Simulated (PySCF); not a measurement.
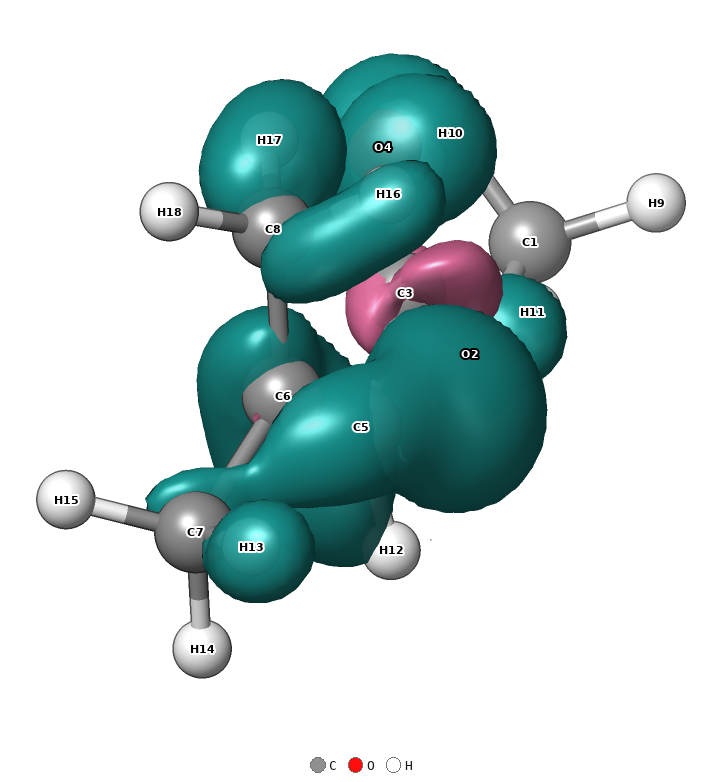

Figure 1: C$_{6}$H$_{10}$O$_{2}$ (SMILES COC(=O)[CH+][C](C)C) (charge +1, doublet). Isosurfaces of the spin density at +0.02 (teal) and −0.02 e/Å³ (pink), seen at an oblique angle.

Geometry: GFN2-xTB.

Level of theory: UKS B3LYP, pcH-1 on C H O, non-relativistic, mean-field spin-orbit, GIAO (PySCF 2.14.0, density-fitted response routines).

```xyz
18

C     3.3722   -0.5230    0.2342
O     2.0289   -0.9597    0.0808
C     1.0891   -0.0580   -0.0451
O     1.2633    1.1450   -0.0965
C    -0.2504   -0.6865   -0.0950
C    -1.3881    0.0394   -0.2905
C    -2.6198   -0.6444   -0.7536
C    -1.4174    1.4932   -0.1375
H     3.5765   -0.2927    1.2839
H     3.5592    0.3698   -0.3676
H     3.9969   -1.3608   -0.0738
H    -0.2430   -1.7631   -0.0056
H    -3.4024   -0.4866   -0.0069
H    -2.4774   -1.7095   -0.9067
H    -2.9834   -0.1917   -1.6766
H    -1.4854    1.7868    0.9141
H    -0.4135    1.8754   -0.4289
H    -2.2141    1.9729   -0.6995
```

Question: Describe the spin distribution.

Answer: The unpaired spin (1 electron) lies mostly on C5 (about 0.4), O4 (about 0.2) and C6 (about 0.1), in electrons by Hirshfeld's partition.
